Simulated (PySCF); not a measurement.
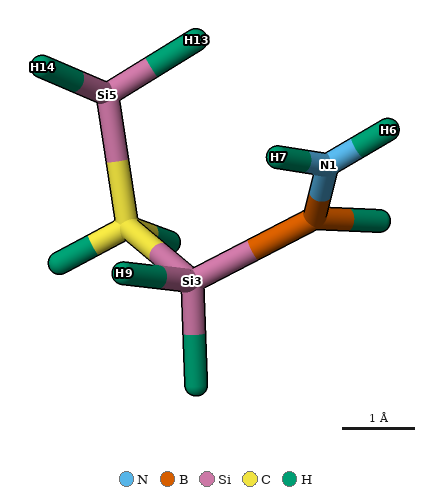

*The structure as given in the input (stick view, seen at a tilt; atoms are numbered from 1 in the order of the input).*

## CH9BNSi2: EPR calculation

CH9BNSi2, multiplicity 2, SMILES NB[SiH2]C[SiH2], computed with UKS B3LYP, pcH-1 on B C H N Si, non-relativistic, mean-field spin-orbit, GIAO (PySCF 2.14.0).

It belongs to a series of runs on one base structure; here: H removed from Si.

The program's output
```
UKS, coarse grid
  cycle   1  E = -702.07905705  |g| = 3.72e-01
  cycle   2  E = -702.03795361  |g| = 4.62e-01
  cycle   3  E = -702.14034689  |g| = 6.46e-02
  cycle   4  E = -702.14228817  |g| = 2.10e-02
  cycle   5  E = -702.14251563  |g| = 7.17e-03
  cycle   6  E = -702.14253882  |g| = 2.68e-03
  cycle   7  E = -702.14254362  |g| = 5.96e-04
UKS, final grid
  cycle   1  E = -702.14258523  |g| = 6.91e-04
  cycle   2  E = -702.14258504  |g| = 9.76e-04
  cycle   3  E = -702.14258547  |g| = 1.22e-04
  cycle   4  E = -702.14258548  |g| = 2.14e-05
E = -702.14258548 Eh   <S^2> = 0.7516 (exact 0.7500)
g shifts (ppm)      1          2          3
  rmc          -129       -129       -129
  gc             10         63         88
  oz_so        -157       1702       2269
  total        -275       1636       2229
hyperfine (MHz)  atom isotope    a_iso     a_fc   dipolar eigenvalues
    0   14N       0.70       0.70     -0.11     -0.09      0.21
    1   11B      -0.72      -0.72     -0.41     -0.30      0.71
    2  29Si     -58.08     -58.13     -9.63      4.16      5.47
    3   13C       8.18       8.13     -4.83     -4.77      9.60
    4  29Si    -426.48    -427.50   -170.22     84.98     85.24
    5    1H       0.05       0.05     -0.58     -0.49      1.07
    6    1H      -0.03      -0.03     -0.80     -0.71      1.51
    7    1H       0.16       0.16     -0.81     -0.67      1.48
    8    1H      -1.19      -1.19     -1.81     -0.74      2.54
    9    1H      24.58      24.58     -1.29     -0.49      1.78
   10    1H       6.57       6.56     -4.28     -2.25      6.53
   11    1H      10.29      10.28     -4.38     -2.41      6.79
   12    1H      28.88      28.85     -9.97      1.34      8.64
   13    1H      29.73      29.71    -10.05      1.44      8.61
```

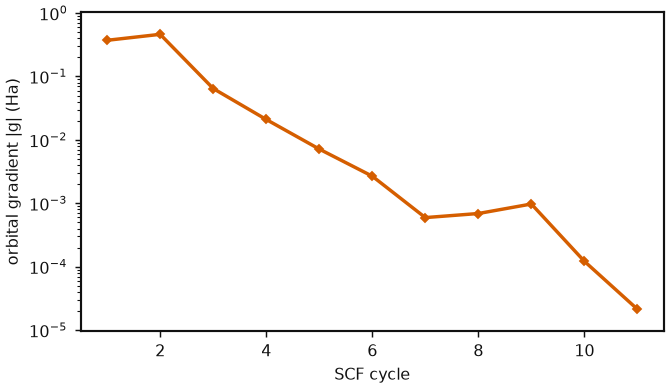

*Convergence of the self-consistent field: orbital gradient |g| against the SCF cycle.*

All cycles printed in the log are drawn one after another.

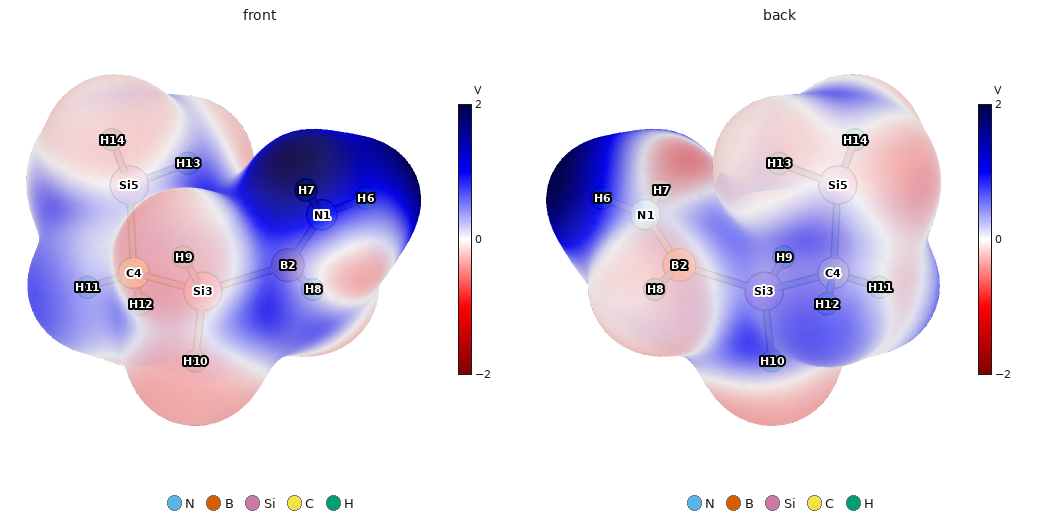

*The molecular electrostatic potential painted on the density surface at 0.002 e/bohr³, seen at a tilt and from behind; the colour scale runs from red (negative) to blue (positive).*

A positive charge is drawn to the negative regions and a negative charge to the positive ones.

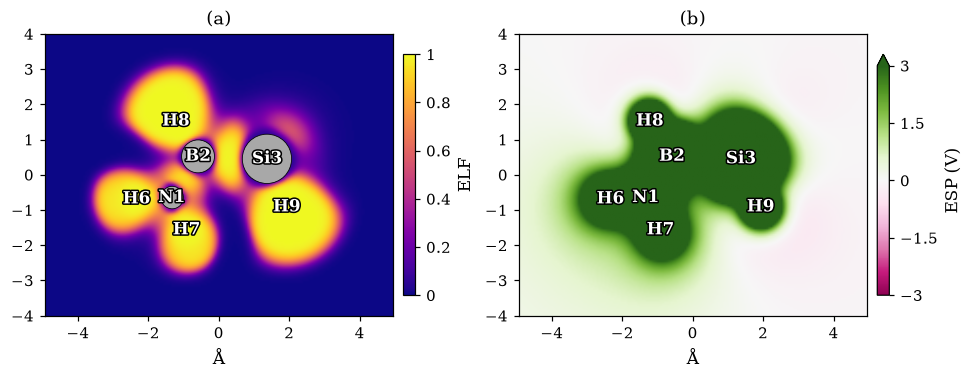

*(a) ELF; (b) molecular electrostatic potential on the plane of atoms B2, N1 and H6. Grey discs, where drawn, cover atomic cores.*

The section cuts through N, B, Si and H sites. B–N (1.38 Å): the ELF peaks at about 0.95 between the atoms, which marks a polar covalent bond. N–H (1.01 Å): the ELF climbs to about 1 towards the hydrogen, as it does in any bond to H; a covalent bond by its length. Si–H (1.48 Å): the ELF climbs to about 1 towards the hydrogen.

The run was set up as follows.

Input
```
{"job": {"kind": "epr", "basis": "pcH-1"}, "charge": 0, "multiplicity": 2}
N      2.046239     1.024708     0.739713
B      1.442938     0.588592    -0.423245
Si     0.394598    -1.064941    -0.423445
C     -1.471837    -0.711043    -0.732056
Si    -2.245432     0.509430     0.482705
H      2.585998     1.872516     0.818728
H      1.998757     0.526347     1.614254
H      1.589145     1.275755    -1.368949
H      0.425264    -1.813126     0.858085
H      0.775512    -2.084655    -1.426093
H     -2.018924    -1.653268    -0.704812
H     -1.580935    -0.326321    -1.746933
H     -1.631151     1.837562     0.432549
H     -2.310850     0.017971     1.857332
```

The first line tells a small driver script what to run in PySCF; the rest is the geometry in Å.

Launch command:
```bash
OMP_NUM_THREADS=1 python <driver script> task.json out
```

Results in brief

- outcome: converged
- total energy: −702.142585 hartree
- ⟨S²⟩: 0.752
- isotropic g: 2.0035
- hardware: 1 CPU thread, shared host
- wall time: 52 s
- peak memory: 0.87 GiB
